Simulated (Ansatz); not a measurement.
BH₃···H (doublet)

Input file:

```
crystal:
  periodic: [false, false, false]
  atoms:
    - { symbol: B, position_ang: [0.0, 2.0e-05, -0.083352] }
    - { symbol: H, position_ang: [1.0e-06, 2.4e-05, 1.116369] }
    - { symbol: H, position_ang: [1.044781, -1.4e-05, -0.681873] }
    - { symbol: H, position_ang: [-1.044781, -1.4e-05, -0.681872] }
    - { symbol: H, position_ang: [-1.0e-06, -1.5e-05, 2.980727] }
magnetization:
  spin_polarized: true
  initial_magnetization: 1
basis:
  gaussian: { orbitals: def2-SVP }
hamiltonian:
  xc: b3lyp
relax:
  f_tol: 0.03
  max_steps: 50
output:
  orbitals: {}
```

Run with:

```sh
ansatz run input.yaml --threads 1 --pin off --max-ram 2048MiB --backend cpu --events-out ev --progress --plain --runs-dir out
```

The fields are those of the run's last geometry, not of the input's.

The calculation used Ansatz 0.2.0, UKS B3LYP/def2-SVP.

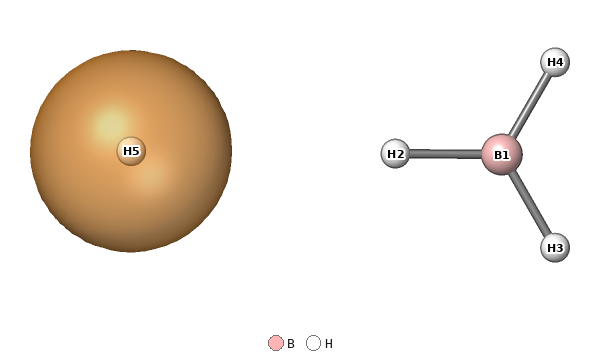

Figure 1. Isosurface of the spin density at +0.03 e/Å³ (orange), seen across its widest extent.

Q: Describe the spin distribution.

A: The unpaired spin (1 electron) lies mostly on H5 (about 1.0), in electrons by Hirshfeld's partition.

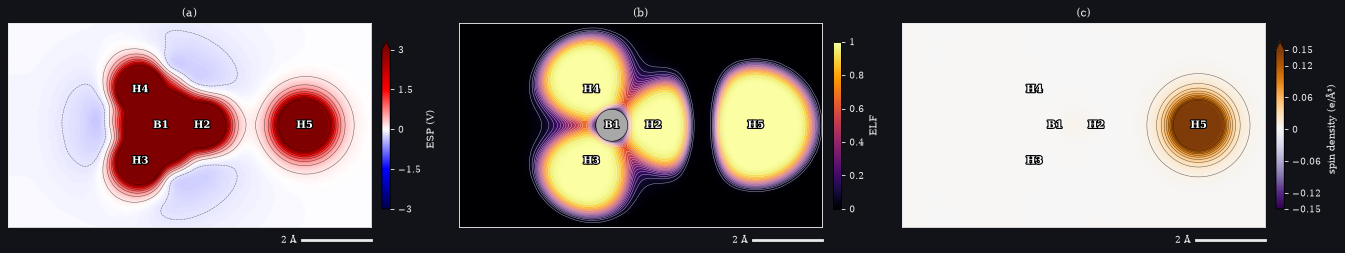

Figure 2. (a) molecular electrostatic potential; (b) electron localisation function; (c) spin density on the molecular plane. Grey discs cover the atomic cores in the ELF map.

Q: Describe what can be read from this map.

A: The plane passes through B and H nuclei. B–H (1.20 Å): the ELF climbs to about 1 towards the hydrogen, as it does in any bond to H (an ordinary covalent bond to hydrogen).

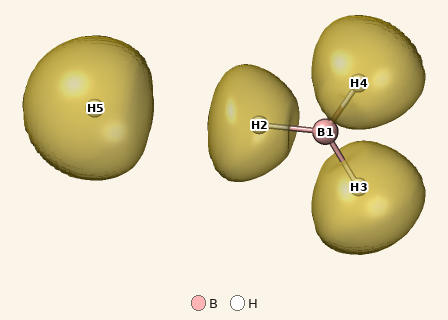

Figure 3. Isosurface of the ELF at 0.9 (yellow), seen at a tilt. Only the valence region is drawn (cores and ρ < 0.01 e/Å³ removed).

Q: Where are the electrons localised?

A: The surface consists of four regions around hydrogen nuclei.


B–H (1.20 Å): the ELF climbs to about 1 towards the hydrogen: an ordinary covalent bond to hydrogen.
